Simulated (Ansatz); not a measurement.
# Sr2Hf (built on the sites of a database entry of HfBe2): following an unstable mode, part 3 of 3

Aim: this structure of Sr2Hf (built on the sites of a database entry of HfBe2) is to be tested for unstable modes, and one is followed downhill.

Ansatz 0.2.0; DFT PBEsol, scalar-relativistic, plane waves, PAW.

So far. Step 5 (Energy along the mode, all amplitudes (two of the runs …): The lowest of the steps tried is at 0.14 Å, 2.7 meV/atom below the parent; the bottom of the well need not coincide with a step. Step 7 (The new phase in its own primitive cell): The largest force component left is 0.38 meV/Å and the pressure is 0.002 GPa, within the tolerances set. The cell now holds 33.24 Å³/atom. The relaxed cell has a, b, c = 5.816, 6.635, 10.336 Å (conventional setting).

The structure was built from a prototype and need not be the compound's stable phase.

**8. Modes of the new phase, k-mesh 8×8×8**

A relaxed structure may still be a saddle point, so its zone-centre modes are computed. No field response is asked, since the mesh shows no gap.

input.yaml reads:

```yaml
crystal:
  lattice:
    - [-2.9077817971, 3.3176581646, 5.1679044721]
    - [2.9077817971, -3.3176581646, 5.1679044721]
    - [2.9077817971, 3.3176581646, -5.1679044721]
  atoms:
    - { symbol: Hf, position: [0.2649390795, 0.0149390795, 0.25] }
    - { symbol: Hf, position: [0.7350609205, 0.9850609205, 0.75] }
    - { symbol: Sr, position: [0.1641547736, 0.6651598643, 0.4989949093] }
    - { symbol: Sr, position: [0.666164955, 0.6651598643, 0.0010050907] }
    - { symbol: Sr, position: [0.333835045, 0.3348401357, 0.9989949093] }
    - { symbol: Sr, position: [0.8358452264, 0.3348401357, 0.5010050907] }
kpoints:
  mp_grid: { grid: [8, 8, 8] }
hamiltonian:
  xc: pbesol
scf:
  occupations: { method: methfessel_paxton, width: 0.2 }
output:
  eigenvalues: true
phonons:
  method: dfpt
```

Command:

```console
$ ansatz run input.yaml --threads 8 --pin off --max-ram 14336MiB --backend cpu --events-out ev --progress --plain --runs-dir out
```

Numbers of over 12 decimals in the logs are rounded to 6 here.

The log of the run:

```text
zone centre: on kpoints.mp_grid the ground state, and the responses unless they are solved on pairs of k-points, stand on 150 of the mesh's 512 k-points, reduced under 2 symmetry operations, with k and −k counted as one. Each operation leaves every solved displacement unchanged or reverses it
[...]
Crystal: 6 atoms, lattice volume = 199.420 Å³
Basis set: ecut = 420 eV, 3931 PW (Γ), exchange–correlation on 96×96×96 points (8 copies of the dense FFT grid, shifted against one another)
Bands: 56, of which v1, the nominal top of the filled ones, is band 46 counted from 1 (45 counted from 0)
Symmetry: 8 space group operations
k-points: 150 of 512 (irreducible under 2 space group operations, time reversal used)
[...]
SCF iter   1: F=—  HF=-45160.556536 eV  |F-HF|=—  |Δ(HF+E_count)|=         —  Δρ=4.79e-3  dr2=5.48e-2  ethr=1.77e-3  ⟨swp⟩=8.2  Hψ=35135  notcnv=0
[...]
SCF iter  12: F=-45160.555219 eV  HF=-45160.555219 eV  |F-HF|=7.28e-12  |Δ(HF+E_count)|=  2.18e-11  S|Δr|=    0.00e0  Δρ=1.17e-8  dr2=3.48e-13  ethr=1.00e-12  ⟨swp⟩=5.8  Hψ=35625  notcnv=0
SCF 1 converged in 12 iterations: F = -45160.555219 eV  dr2 = 3.48e-13
[...]
DFPT response loops at Γ: preconditioner auto → Kerker (q_TF=auto, 2.398 Å⁻¹) (partly filled bands, converged f_vac=0.000); β = 1.00, the filter's whole step (`scf.mixing.beta` (0.50) is not read by the response loops under this deck's `scf.mixing.preconditioner`; to damp them name `kerker` or `kerker_dos`, under which they read `scf.mixing.beta`, and type it under 1.00, their step now; both keys bind the ground state too); Broyden in place of MSR1
SCF converged after 12 iterations
[...]
Free energy (F): -45160.555219 eV
[...]
Internal energy: -45160.557118 eV  (E = F + TS)
E sigma→0 (E₀):  -45160.555694 eV
Entropy (-TS):   0.001899 eV (0.316 meV/atom)
Fermi energy:    10.144816 eV
[...]
--- Band table (eV; the first three rows and the last of 150) ---
  k-point 0: bands = [... 42 lower, 9.6679, 9.7361, 10.1514, 10.2096, 10.3374, 10.3556, 10.5707, 10.7141, ... 6 higher]
  k-point 1: bands = [... 42 lower, 9.6530, 9.8849, 10.0983, 10.1515, 10.2302, 10.3064, 10.4603, 10.6442, ... 6 higher]
  k-point 2: bands = [... 42 lower, 9.5203, 9.6935, 10.1176, 10.1321, 10.2647, 10.3039, 10.4100, 10.7035, ... 6 higher]
  k-point 149: bands = [... 42 lower, 9.2028, 9.3368, 9.3551, 9.4599, 9.4833, 10.2173, 10.5897, 10.7722, ... 6 higher]
--- Phonons (Γ-DFPT): 6 representative perturbations + reference, on 150 of 512 k-points (Σ response iterations 20) ---
  k mesh reduced under 2 symmetry operations, with k and −k counted as one. Each operation leaves every solved displacement unchanged or reverses it
  ASR residual: 1.891e-4 → 0.000e0 eV/Å²; symmetrization residual: 1.596e-5 eV/Å²
  ASR residual per site (eV/Å²): 1.89e-4 1.89e-4 2.65e-5 2.65e-5 2.65e-5 2.65e-5
  Γ frequencies (cm⁻¹): -16.79 0.00 0.00 0.00 28.69 32.07 43.29 54.38 61.64 76.58 85.72 89.69 95.55 123.89 133.13 133.78 149.19 149.96
  non-analytic LO–TO correction: not included (Born effective charges unavailable; polar crystals: no LO–TO splitting at Γ)
```

Wall time 2.3 min (8 threads of Intel Xeon Platinum 8488C (Sapphire Rapids), shared host); peak memory 4.9 GiB.

Numbers from this step:

| Property | Result |
| --- | --- |
| sum-rule residual before enforcement | 1.89e-4 eV/Å² |
| point group | mmm |
| highest optical mode at the zone centre (no LO-TO term) | 150.0 cm⁻¹ |
| lowest optical zone-centre mode | -16.79 cm⁻¹ |

Patterns of degenerate modes are one choice out of their space. Modes at Γ, with each element's share of the kinetic energy (negative means imaginary):

| mode | frequency (cm⁻¹) | symmetry | Hf % | Sr % |
| --- | --- | --- | --- | --- |
| 1 | -16.8 | B3g | 90 | 10 |
| 2 | 0.0 | acoustic | 50 | 50 |
| 3 | 0.0 | acoustic | 50 | 50 |
| 4 | 0.0 | acoustic | 50 | 50 |
| 5 | 28.7 | B3g | 10 | 90 |
| 6 | 32.1 | B1g | 0 | 100 |
| 7 | 43.3 | B2u | 1 | 99 |
| 8 | 54.4 | Ag | 99 | 1 |
| 9 | 61.6 | B2g | 99 | 1 |
| 10 | 76.6 | B1u | 49 | 51 |
| 11 | 85.7 | B3u | 50 | 50 |
| 12 | 89.7 | B2u | 49 | 51 |
| 13 | 95.5 | B3g | 0 | 100 |
| 14 | 123.9 | Au | 0 | 100 |
| 15 | 133.1 | Ag | 0 | 100 |
| 16 | 133.8 | B2g | 1 | 99 |
| 17 | 149.2 | Ag | 1 | 99 |
| 18 | 150.0 | B1u | 0 | 100 |

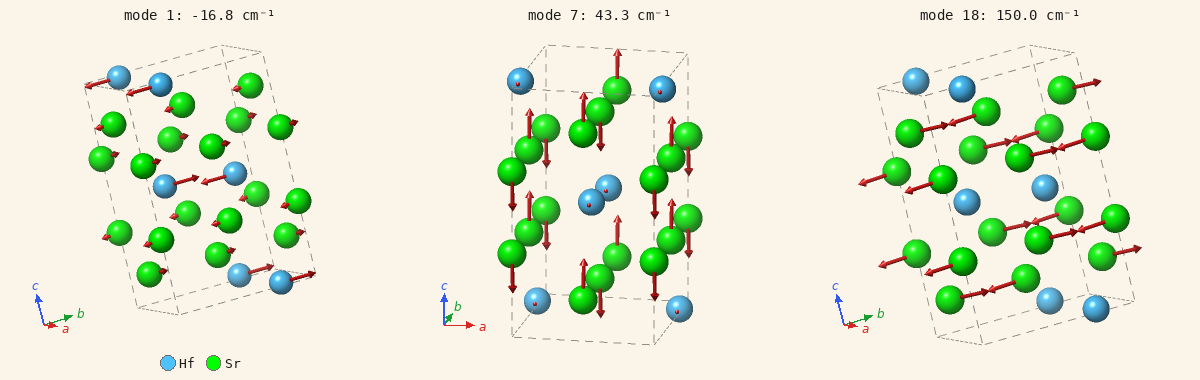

Displacement patterns of modes 1, 7 and 18 at Γ; arrows are exaggerated. Some periodic images of atoms are drawn too.

Before it was imposed, the acoustic sum rule was missed by 1.9e-4 eV/Å². Small misses are needed for a sound result but don't prove that mesh and cutoff are converged. The lowest optical mode is imaginary, 16.8i cm⁻¹, so the energy falls along it.

**9. Results**

| Quantity | Value |
| --- | --- |
| unstable mode of the parent | q = (0, -0.5, -0.5), 40i cm⁻¹ |
| depth at the lowest point sampled | 2.7 meV/atom |
| largest atomic shift at that point | 0.14 Å |
| space group reached (within 0.01 Å) | Imma |
| energy gained over the parent (first relaxation, on the mesh of the frozen mode) | 3.33 meV/atom |
| volume per atom, phase reached | 33.2 Å³ |
| lowest optical zone-centre mode, phase reached | -16.8 cm⁻¹ |
| highest optical mode at the zone centre (no LO-TO term), phase reached | 150 cm⁻¹ |

What this shows: Along this mode the structure falls into Imma, 3.33 meV/atom below the parent. At the parent's cell the well is 2.7 meV/atom deep on the steps tried, with its lowest point at a shift of 0.14 Å. Relaxing atoms and cell changes the gain by +0.63 meV/atom against the lowest step (energies at zero smearing). The new phase still has an imaginary mode at the zone centre of its cell, so it is a saddle point on the way to a lower structure. Of the 2 patterns followed to their end from this parent, this one ends 3.88 meV/atom above the lowest, Immm. Each path keeps the symmetry of its pattern, so a lower phase may lie along a pattern not tried. With no gap, or one that is small against the smearing, the frequencies hang on the k mesh and the smearing, most of all near Kohn anomalies. Spin-orbit coupling is left out, which can matter for the heavy elements here. A phonon run warned that its eigensolver left some bands unconverged in a pass. The starting cell was built on a prototype and not taken from a measurement, so the phase need not exist.

[Logs are printed without paths, hosts, clocks, repeated set-up lines and the standing remarks that a program may print on its own settings, such as how far it seeks lower states.]

[Hosts, paths, dates, database ids (printed as entryN), source tags and the programs' standing remarks are cut or masked in the printed files.]
